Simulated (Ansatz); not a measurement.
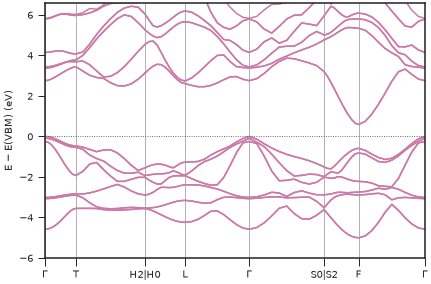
Figure: Band structure from the program Ansatz at the r²SCAN with spin–orbit coupling level (PAW)

Q: Read off the gap and where the band edges lie.

A: About 0.6 eV (0.59 eV by a search for the band edges); maximum at Γ, minimum at F.

The material is SrHfN$_{2}$ in space group R-3m (No. 166; Sr on 3a, Hf on 3b, N on 6c).

The workflow started from a Materials Project entry (that database holds measured and hypothetical structures alike); the Crystallography Open Database copy checked does not list it. Its standing as an ambient phase is unchecked. The cell was relaxed with r²SCAN under the symmetry of its start; whether a distortion lowers the energy is not shown. The run is not spin-polarised.

Potentials: the later of the program's two PAW sets.
